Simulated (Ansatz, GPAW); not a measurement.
# Polarising a 8-layer slab of Ag(111) with a field along the normal

The dipole of the cell at several fields, atoms fixed. What does the strongest field give, and what length does the slope stand for?

How it was computed: GPAW 26.7.0, plane waves (400 eV), PAW setups, PBE, 12×12 mesh, a dipole layer in the vacuum; geometry relaxed without an applied field with Ansatz 0.2.0. The cell's area is 7.24 Å², and e/ε0 = 180.95 V Å.

What came out, but for one run:

```
field (V/Å)  dipole (e Å)
       −0.2       −0.1620
       −0.1       −0.0817
      −0.05       −0.0416
       0.05        0.0387
        0.1        0.0789
        0.2        0.1592
        0.3             ?
```

To predict: What is the dipole at 0.3 V/Å?

Worked answer. A line through the 6 points has the slope α = 0.803 e Å per V/Å and the intercept p₀ = −0.0014 e Å (r.m.s. residual 2.4e−05). At 0.3 V/Å it gives p = −0.0014 + 0.803 × 0.3 = 0.2395 e Å; the run gives 0.2395 e Å, so the response stays linear to 0.0 % of the induced part. Dividing by ε0 and the area: α/(ε0 A) = 0.803 × 180.95 / 7.24 = 20.06 Å, against 16.74 Å between the outer nuclei. A metal screens fully, so the excess of 3.32 Å puts the image planes about 1.66 Å outside the outer atoms on average.

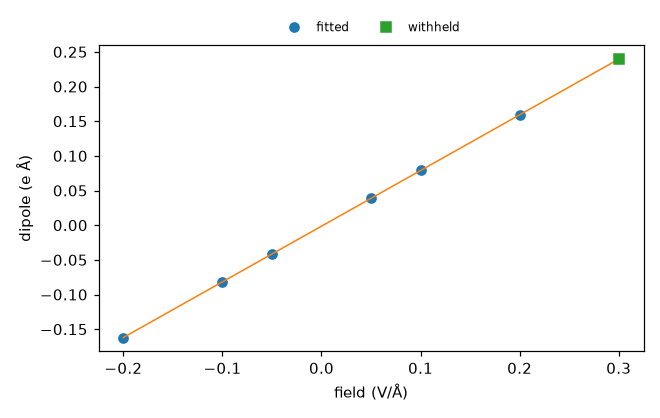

The line and the withheld run.

Caveats: This is the electronic response alone; ions that move would add to it in polar layers. No run was spin-polarised, so magnetic states weren't tested.

[Logs are printed without paths, hosts, clocks, repeated set-up lines and the standing remarks that a program may print on its own settings, such as how far it seeks lower states.]
